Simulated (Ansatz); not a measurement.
The figure comes from a scan of HfC (rock salt): volume and axial ratio are varied about the relaxed values (subscript 0). The numbers are results of PBEsol (plane waves to 420 eV, PAW, scalar-relativistic; Ansatz, a first-principles code), not measurements. k mesh 17×17×17 (Γ-centred), Fermi-Dirac smearing 0.05 eV. The energy includes the smearing's −TS. With partly filled bands, the response to shear is sensitive to the k mesh, so small differences along c/a are uncertain. HfC is run without spin polarisation. HfC was relaxed with its symmetry unable to fall. Spin-orbit coupling is left out, though Hf is heavy. ΔE is measured from the relaxed starting cell.

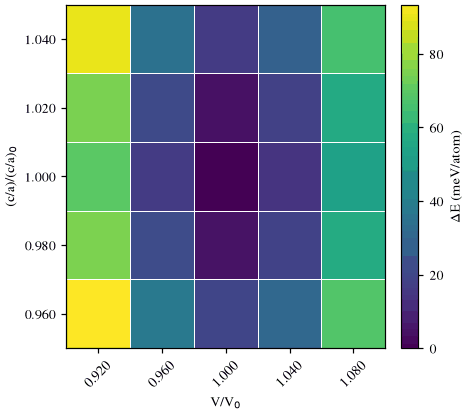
ΔE (meV/atom), one tile a computed point.

Task: List the plotted points as numbers.

Result: To the nearest 10:

ΔE (meV/atom), with V/V₀ across and (c/a)/(c/a)₀ down:

```
(c/a)/(c/a)₀ \ V/V₀  0.920  0.960  1.000  1.040  1.080
-------------------  -----  -----  -----  -----  -----
0.960                   90     40     20     30     70
0.980                   80     20      0     20     60
1.000                   70     20      0     10     50
1.020                   70     20      0     20     60
1.040                   90     30     20     30     70
```

(Under strain, the slope of the energy per volume gives the stress and its curvature an elastic modulus.)
